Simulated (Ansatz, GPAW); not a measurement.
**A 4-layer slab of Rh(110): work function by functional and basis**

Aim: the work function of both faces of a 4-layer slab of Rh(110), and its spread over functionals and bases.

Method: GPAW, PAW setups; slab in vacuum, in the first sound run; inputs show where later runs differ, in GPAW 26.7.0 and Ansatz 0.2.0.

## (1) The structure

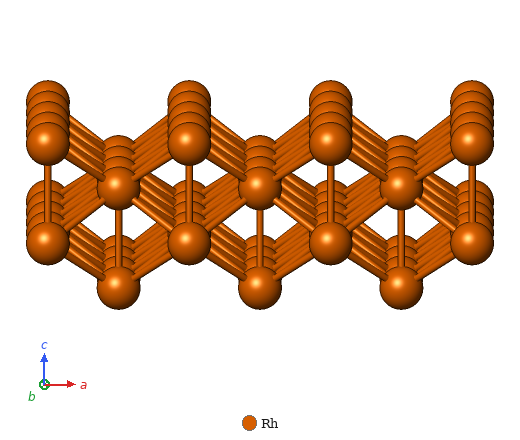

The cell as given, nearly edge on (rhodium orange). 3×4×1 cells are drawn. Some periodic images of atoms are drawn too.

The cell holds 4 atoms: 4 Rh. Its edges and angles: a = 3.800 Å, b = 2.687 Å, c = 18.031 Å, α = 90.0°, β = 90.0°, γ = 90.0°. Vacuum lies along c.

Structure file:

```
Rh
1.0
     3.80000    0.00000    0.00000
     0.00000    2.68701    0.00000
     0.00000    0.00000   18.03051
Rh
4
Direct
  0.50000 0.50000 0.38823
  0.00000 0.00000 0.46274
  0.50000 0.50000 0.53726
  0.00000 0.00000 0.61177
```

## (2) Relaxation

Forces are removed first; all later runs use this geometry. The lowest 2 atoms are held at bulk positions and keep their forces.

The input, run.py:

```python
import json
import numpy as np
from ase import Atoms
from ase.constraints import FixAtoms
from ase.optimize import BFGS
from gpaw import GPAW, PW

slab = Atoms(
    ['Rh', 'Rh', 'Rh', 'Rh'],
    positions=[
        [1.90000, 1.34350, 7.00000],
        [0.00000, 0.00000, 8.34350],
        [1.90000, 1.34350, 9.68701],
        [0.00000, 0.00000, 11.03051]],
    cell=[[3.8, 0.0, 0.0], [0.0, 2.68701, 0.0], [0.0, 0.0, 18.03051]],
    pbc=[True, True, False])

slab.calc = GPAW(mode=PW(400), xc='PBE', kpts={'size': (8, 12, 1), 'gamma': True},
                 occupations={'name': 'fermi-dirac', 'width': 0.1}, nbands='160%',
                 convergence={'density': 0.0001}, maxiter=200,
                 poissonsolver={'dipolelayer': 'xy'},
                 symmetry={'tolerance': 1e-3, 'extra_ids': [1, 1, 0, 0]}, txt='slab.txt')
result = {}
slab.set_constraint(FixAtoms([0, 1]))
path = []
opt = BFGS(slab, maxstep=0.2)
opt.attach(lambda: path.append((slab.get_potential_energy(), slab.positions.tolist(), slab.get_forces().tolist())))
result['relaxed'] = bool(opt.run(fmax=0.05, steps=30))
result['path'] = path
energy = slab.get_potential_energy()
fermi = slab.calc.get_fermi_level()
v = slab.calc.get_electrostatic_potential().mean((0, 1)) - fermi
n = slab.calc.get_pseudo_density().mean((0, 1))
L = slab.cell[2, 2]
z = np.arange(len(v)) * L / len(v)
low, high = slab.positions[:, 2].min(), slab.positions[:, 2].max()
below, above = np.interp([low - 4.8, high + 4.8], z, v)
slopes = [np.interp(x, z, np.gradient(v, z)) for x in (low - 4.8, high + 4.8)]
eps = np.array([[slab.calc.get_eigenvalues(k, s) for k in range(len(slab.calc.get_ibz_k_points()))]
                for s in range(slab.calc.get_number_of_spins())]) - fermi
top, bottom = eps[eps < 0].max(), eps[eps > 0].min()
dipole = slab.get_dipole_moment()[2]
print(f'energy {energy:.4f} eV, Fermi level {fermi:.4f} eV, dipole {dipole:.5f} e A')
print(f'potential 4.8 A off the faces, from the Fermi level: lower {below:.4f} eV, upper {above:.4f} eV')
print(f'slope of the potential there: lower {slopes[0]:.5f}, upper {slopes[1]:.5f} eV/A')
print(f'nearest levels on the mesh: {top:.4f} and {bottom:.4f} eV')
print('magnetic moment', round(slab.get_magnetic_moment(), 3))
result.update(energy=energy, fermi=fermi, dipole=dipole, below=below, above=above, slopes=slopes, edges=[top, bottom],
              z=z.tolist(), v=v.tolist(), n=n.tolist(), positions=slab.positions.tolist(),
              forces=slab.get_forces(apply_constraint=False).tolist(), moments=slab.get_magnetic_moments().tolist())
json.dump(result, open('result.json', 'w'))
```

Command:

```sh
$ OMP_NUM_THREADS=1 OPENBLAS_NUM_THREADS=1 python run.py
```

Output:

```text
Step          Energy          fmax
BFGS:    0      -26.054914        0.467203
BFGS:    1      -26.059505        0.413472
BFGS:    2      -26.073482        0.040364
energy -25.9236 eV, Fermi level 0.2446 eV, dipole 0.00296 e A
potential 4.8 A off the faces, from the Fermi level: lower 4.7059 eV, upper 4.6429 eV
slope of the potential there: lower -0.00034, upper 0.00015 eV/A
nearest levels on the mesh: -0.0075 and 0.0016 eV
magnetic moment 0.0
```

Run time: 7.7 min. Hardware: 1 thread of Arm Neoverse V1, shared host; peak memory 0.27 GiB.

Relaxation path:

```csv
step,energy less that of the first step (eV),largest force (eV/Å)
1,0.0000,0.4672
2,-0.0046,0.4135
3,-0.0194,0.0404
```

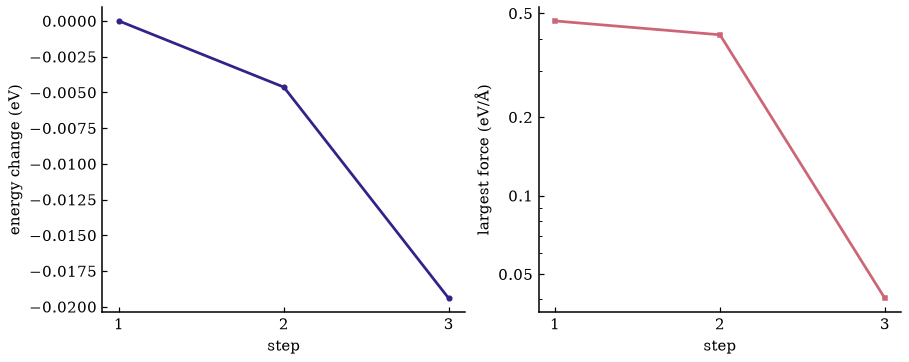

Energy and largest force along the relaxation.

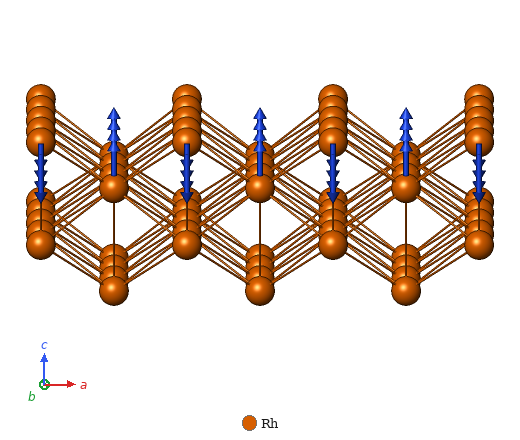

Displacements in the relaxation, exaggerated; the longest in the cell stands for 0.05 Å. 3×4×1 cells are drawn. Some periodic images of atoms are drawn too.

The atoms that moved most (Å):

```csv
atom,dx,dy,dz,length
Rh4,0.000,0.000,-0.055,0.055
Rh3,0.000,0.000,0.040,0.040
```

Final coordinates:

```xyz
4
Lattice="3.8000 0.0000 0.0000 0.0000 2.6870 0.0000 0.0000 0.0000 18.0305" Properties=species:S:1:pos:R:3
Rh    1.9000    1.3435    7.0000
Rh    0.0000    0.0000    8.3435
Rh    1.9000    1.3435    9.7275
Rh    0.0000    0.0000   10.9757
```

Numbers from this step:

- dipole along the normal: 0.002958 e·Å
- levels nearest the Fermi level on the mesh: -0.007480, 0.001604 eV from the Fermi level
- upper work function: 4.643 eV
- lower work function: 4.706 eV

The electrostatic potential energy of an electron (without an applied field's), less the Fermi level, planar mean oscillates, so the rows of the table below give means over windows of 2 Å about each position, cut where the curve ends. Its maxima inside the range that stand out by 2 % of the span (Å: eV): 7.6: -7.87, 9.0: -7.55, 10.4: -9.71. Its minima: 7.0: -14.4, 8.4: -15.3, 9.8: -15.7, 10.9: -14.9.

Electrostatic potential energy of an electron (without an applied field's), less the Fermi level, planar mean against z; means over each step:

```csv
z (Å),"electrostatic potential energy of an electron (without an applied field's), less the Fermi level, planar mean (eV)"
0,4.70
2,4.71
4,4.66
6,-1.09
8,-11.4
10,-12.1
12,-0.947
14,4.61
16,4.64
```

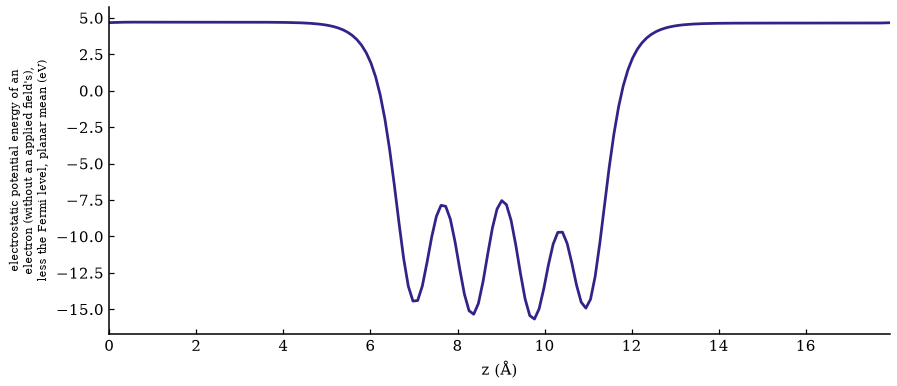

Electrostatic potential energy of an electron (without an applied field's), less the Fermi level, planar mean against z.

The pseudo valence density, planar mean oscillates, so the rows of the table below give means over windows of 1.29 Å about each position, cut where the curve ends. Its maxima inside the range that stand out by 2 % of the span (Å: e/Å³): 7.1: 1.59, 8.4: 1.67, 9.7: 1.65, 10.9: 1.65. Its minima: 7.7: 0.625, 9.0: 0.581, 10.3: 0.718.

Pseudo valence density, planar mean against z; means over each step:

```csv
z (Å),"pseudo valence density, planar mean (e/Å³)"
3.23,1.3e-4
4.52,0.00333
5.80,0.119
7.10,1.05
8.38,1.10
9.68,1.12
10.96,1.06
12.25,0.0927
13.54,0.00267
14.84,1.0e-4
```

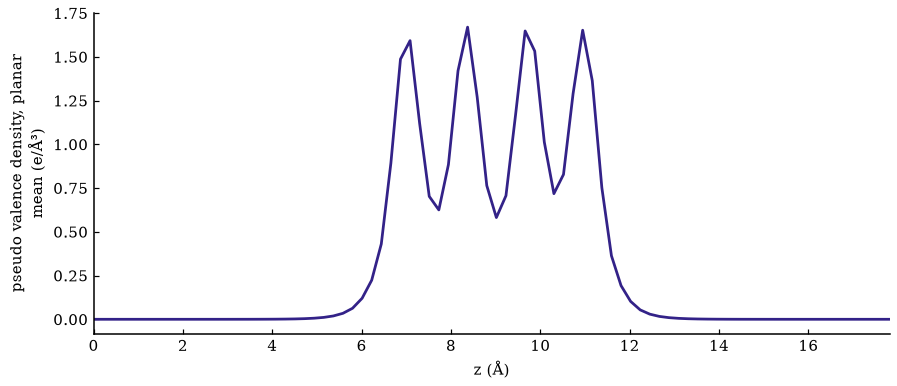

Pseudo valence density, planar mean, plotted against z.

The relaxation lowered the energy of the cell by 0.0194 eV (energies extrapolated to zero smearing; the optimiser's log prints free energies). The largest force left on a free atom is 0.040 eV/Å.

## (3) Plane waves, PBE

The work function is the vacuum plateau of the electrostatic potential less the Fermi level; a dipole layer lets the two faces have plateaus of their own.

Edit run.py of step 2 so:

```diff
@@ -3,4 +3,2 @@
 from ase import Atoms
-from ase.constraints import FixAtoms
-from ase.optimize import BFGS
 from gpaw import GPAW, PW
@@ -12,4 +10,4 @@
         [0.00000, 0.00000, 8.34350],
-        [1.90000, 1.34350, 9.68701],
-        [0.00000, 0.00000, 11.03051]],
+        [1.90000, 1.34350, 9.72749],
+        [-0.00000, 0.00000, 10.97571]],
     cell=[[3.8, 0.0, 0.0], [0.0, 2.68701, 0.0], [0.0, 0.0, 18.03051]],
@@ -19,12 +17,6 @@
                  occupations={'name': 'fermi-dirac', 'width': 0.1}, nbands='160%',
-                 convergence={'density': 0.0001}, maxiter=200,
+                 convergence={'density': 1e-05}, maxiter=200,
                  poissonsolver={'dipolelayer': 'xy'},
-                 symmetry={'tolerance': 1e-3, 'extra_ids': [1, 1, 0, 0]}, txt='slab.txt')
+                 symmetry={'tolerance': 1e-3}, txt='slab.txt')
 result = {}
-slab.set_constraint(FixAtoms([0, 1]))
-path = []
-opt = BFGS(slab, maxstep=0.2)
-opt.attach(lambda: path.append((slab.get_potential_energy(), slab.positions.tolist(), slab.get_forces().tolist())))
-result['relaxed'] = bool(opt.run(fmax=0.05, steps=30))
-result['path'] = path
 energy = slab.get_potential_energy()
```

Output:

```text
energy -25.9236 eV, Fermi level 0.2452 eV, dipole 0.00351 e A
potential 4.8 A off the faces, from the Fermi level: lower 4.7046 eV, upper 4.6424 eV
slope of the potential there: lower -0.00045, upper 0.00023 eV/A
nearest levels on the mesh: -0.0074 and 0.0016 eV
magnetic moment 0.0
```

It took 3.7 min on 1 thread; peak memory 0.27 GiB.

Numbers from this step:

| Quantity | Value |
| --- | --- |
| dipole along the normal | 0.003507 e·Å |
| levels nearest the Fermi level on the mesh | -0.007409, 0.001556 eV from the Fermi level |
| upper work function | 4.642 eV |
| lower work function | 4.705 eV |

The electrostatic potential energy of an electron (without an applied field's), less the Fermi level, planar mean oscillates, so the rows of the table below give means over windows of 1 Å about each position, cut where the curve ends. Its maxima inside the range that stand out by 2 % of the span (Å: eV): 7.6: -7.87, 9.0: -7.55, 10.4: -9.71. Its minima: 7.0: -14.4, 8.4: -15.3, 9.8: -15.7, 10.9: -14.9.

Electrostatic potential energy of an electron (without an applied field's), less the Fermi level, planar mean against z; means over each step:

```csv
z (Å),"electrostatic potential energy of an electron (without an applied field's), less the Fermi level, planar mean (eV)"
0,4.69
1,4.70
2,4.70
3,4.70
4,4.68
5,4.43
6,1.04
7,-11.5
8,-11.5
9,-10.1
10,-12.7
11,-11.8
12,1.22
13,4.39
14,4.62
15,4.64
16,4.64
17,4.64
```

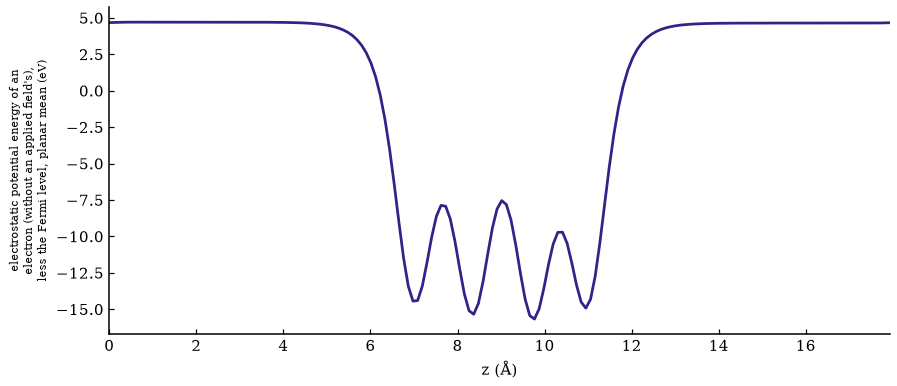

Electrostatic potential energy of an electron (without an applied field's), less the Fermi level, planar mean, plotted against z.

The pseudo valence density, planar mean oscillates, so the rows of the table below give means over windows of 1.29 Å about each position, cut where the curve ends. Its maxima inside the range that stand out by 2 % of the span (Å: e/Å³): 7.1: 1.59, 8.4: 1.67, 9.7: 1.65, 10.9: 1.65. Its minima: 7.7: 0.625, 9.0: 0.581, 10.3: 0.718.

Table of pseudo valence density, planar mean by z; means over each step:

```csv
z (Å),"pseudo valence density, planar mean (e/Å³)"
3.23,1.3e-4
4.52,0.00333
5.80,0.119
7.10,1.05
8.38,1.10
9.68,1.12
10.96,1.06
12.25,0.0927
13.54,0.00267
14.84,1.0e-4
```

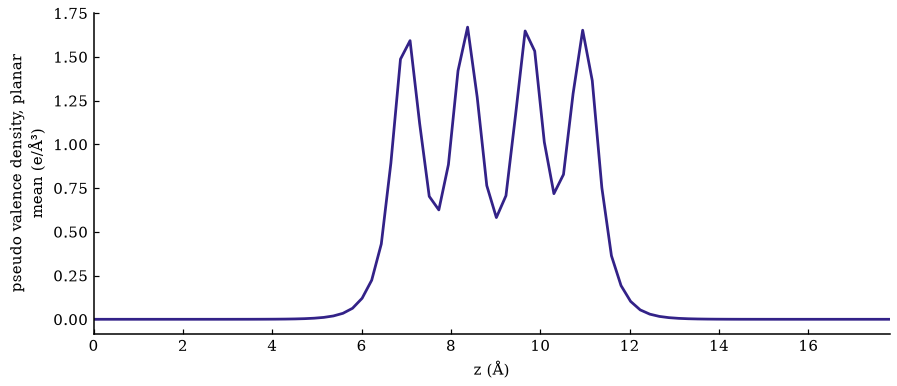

Pseudo valence density, planar mean against z.

Force by atom:

```csv
atom,x (eV/Å),y (eV/Å),z (eV/Å),size
Rh1,0.000,0.000,0.555,0.555
Rh2,0.000,0.000,-0.549,0.549
Rh3,0.000,0.000,-0.037,0.037
Rh4,0.000,0.000,0.033,0.033
```

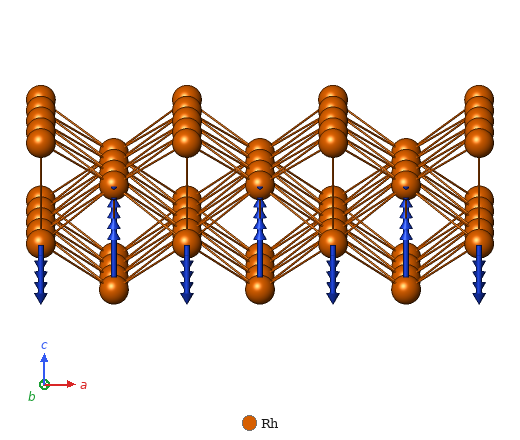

Force as arrows, the longest 0.555 eV/Å. 3×4×1 cells are drawn. Some periodic images of atoms are drawn too.

The potential is flat to 4.5e-4 eV/Å where it is read, so the vacuum is wide enough.

## (4) Self-consistent run: xc = "revPBE"

The same geometry under revPBE, to see how far the functional moves the levels against the vacuum.

Edit run.py of step 3 so:

```diff
@@ -15,3 +15,3 @@
 
-slab.calc = GPAW(mode=PW(400), xc='PBE', kpts={'size': (8, 12, 1), 'gamma': True},
+slab.calc = GPAW(mode=PW(400), xc='revPBE', kpts={'size': (8, 12, 1), 'gamma': True},
                  occupations={'name': 'fermi-dirac', 'width': 0.1}, nbands='160%',
```

Output:

```text
energy -24.1314 eV, Fermi level 0.3665 eV, dipole 0.00342 e A
potential 4.8 A off the faces, from the Fermi level: lower 4.5506 eV, upper 4.4900 eV
slope of the potential there: lower -0.00054, upper 0.00037 eV/A
nearest levels on the mesh: -0.0090 and 0.0001 eV
magnetic moment 0.0
```

Wall time 3.8 min (1 thread); peak memory 0.27 GiB.

Numbers from this step:

```yaml
dipole_along_the_normal: 0.003417 e·Å
levels_nearest_the_fermi_level_on_the_mesh: -0.009037, 5.42e-5 eV from the Fermi level
upper_work_function: 4.490 eV
lower_work_function: 4.551 eV
```

The electrostatic potential energy of an electron (without an applied field's), less the Fermi level, planar mean oscillates, so the rows of the table below give means over windows of 2 Å about each position, cut where the curve ends. Its maxima inside the range that stand out by 2 % of the span (Å: eV): 7.6: -7.93, 9.0: -7.61, 10.4: -9.77. Its minima: 7.0: -14.5, 8.4: -15.4, 9.8: -15.7, 10.9: -15.0.

Electrostatic potential energy of an electron (without an applied field's), less the Fermi level, planar mean against z; means over each step:

```csv
z (Å),"electrostatic potential energy of an electron (without an applied field's), less the Fermi level, planar mean (eV)"
0,4.55
2,4.55
4,4.51
6,-1.20
8,-11.5
10,-12.2
12,-1.05
14,4.45
16,4.49
```

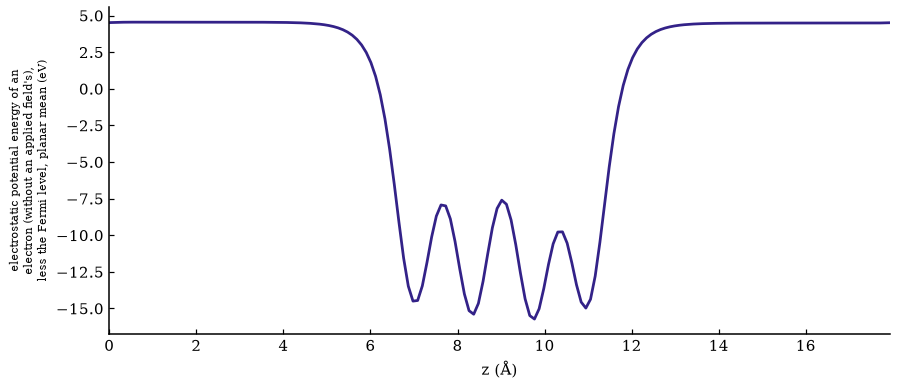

Electrostatic potential energy of an electron (without an applied field's), less the Fermi level, planar mean against z.

The pseudo valence density, planar mean oscillates, so the rows of the table below give means over windows of 1.29 Å about each position, cut where the curve ends. Its maxima inside the range that stand out by 2 % of the span (Å: e/Å³): 7.1: 1.59, 8.4: 1.67, 9.7: 1.65, 10.9: 1.65. Its minima: 7.7: 0.624, 9.0: 0.581, 10.3: 0.717.

The pseudo valence density, planar mean by z; means over each step:

```csv
z (Å),"pseudo valence density, planar mean (e/Å³)"
3.23,1.4e-4
4.52,0.00325
5.80,0.118
7.10,1.05
8.38,1.10
9.68,1.12
10.96,1.06
12.25,0.0924
13.54,0.00260
14.84,1.1e-4
```

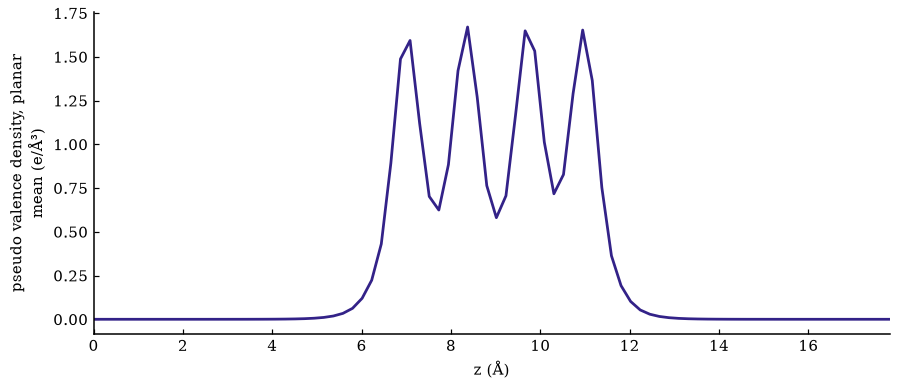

Pseudo valence density, planar mean, plotted against z.

Force by atom:

```csv
atom,x (eV/Å),y (eV/Å),z (eV/Å),size
Rh1,0.000,0.000,0.341,0.341
Rh2,0.000,0.000,-0.588,0.588
Rh3,0.000,0.000,-0.011,0.011
Rh4,0.000,0.000,0.258,0.258
```

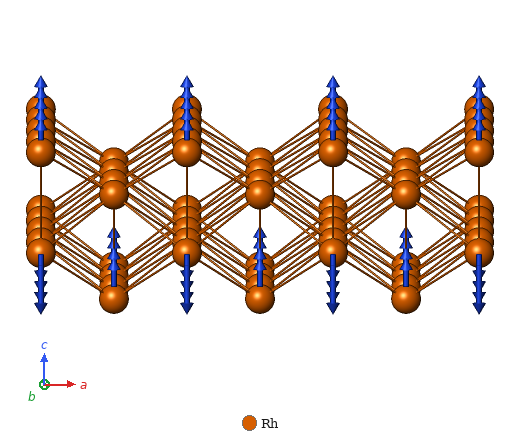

Force as arrows, the longest 0.588 eV/Å. 3×4×1 cells are drawn. Some periodic images of atoms are drawn too.

The upper face's work function is 4.490 eV, against 4.642 eV in the first plane-wave PBE run at this geometry.

## (5) OptPBE vdW: xc = "optPBE-vdW"

The same geometry under optPBE-vdW, to see how far the functional moves the levels against the vacuum (the van der Waals functionals take revPBE setups).

Edit run.py of step 4 so:

```diff
@@ -15,3 +15,3 @@
 
-slab.calc = GPAW(mode=PW(400), xc='revPBE', kpts={'size': (8, 12, 1), 'gamma': True},
+slab.calc = GPAW(mode=PW(400), xc='optPBE-vdW', kpts={'size': (8, 12, 1), 'gamma': True},
                  occupations={'name': 'fermi-dirac', 'width': 0.1}, nbands='160%',
```

Output:

```text
energy -82.8851 eV, Fermi level 0.1055 eV, dipole 0.00344 e A
potential 4.8 A off the faces, from the Fermi level: lower 4.9090 eV, upper 4.8479 eV
slope of the potential there: lower -0.00078, upper 0.00060 eV/A
nearest levels on the mesh: -0.0148 and 0.0049 eV
magnetic moment 0.0
```

The job ended after 3.7 min (1 thread; peak memory 0.38 GiB).

This step gave:

```yaml
dipole_along_the_normal: 0.003444 e·Å
levels_nearest_the_fermi_level_on_the_mesh: -0.01479, 0.004864 eV from the Fermi level
upper_work_function: 4.848 eV
lower_work_function: 4.909 eV
```

The upper face's work function is 4.848 eV, against 4.642 eV in the first plane-wave PBE run at this geometry.

(Part 1 of 3 ends here.)

[Logs are printed without paths, hosts, clocks, repeated set-up lines and the standing remarks that a program may print on its own settings, such as how far it seeks lower states.]

[Hosts, paths, dates, database ids (printed as entryN), source tags and the programs' standing remarks are cut or masked in the printed files.]
